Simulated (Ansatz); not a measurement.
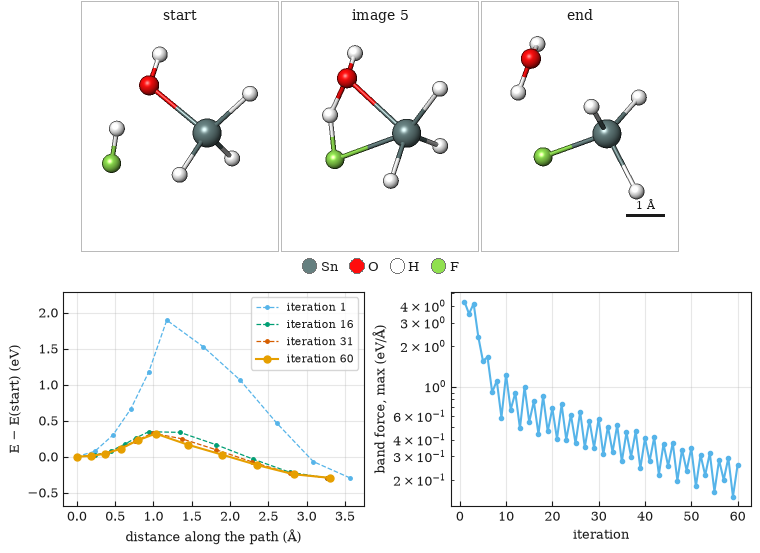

A nudged-elastic-band calculation for SnH5OF. Images are numbered from 0 (start) to 10 (end). The plot follows the band through its iterations. A ball-and-stick model, seen at a tilt.

Method: Ansatz 0.2.0, RKS B3LYP-D4/def2-SVP. Settings: 9 movable images; climbing image from the first iteration; force threshold 0.05 eV/Å; iteration limit 60; optimiser L-BFGS; starting path through a guess of the saddle point.

How did the profile develop, and is the result final?

Answer. The result isn't final. The band hadn't converged when the run stopped after 60 iterations. The largest component of the band force went from 4.3 to 0.26 eV/Å. The barrier read from it is provisional, though the highest image hardly moved in the last two iterations. The first iteration put the highest image at 1.90 eV. Forward barrier 0.32 eV, backward barrier 0.62 eV, with image 5 at the top; the reaction energy is −0.30 eV.

Cost: 13 min on 2 threads of Arm Neoverse V2, with other jobs on the host, peak memory 0.18 GiB.
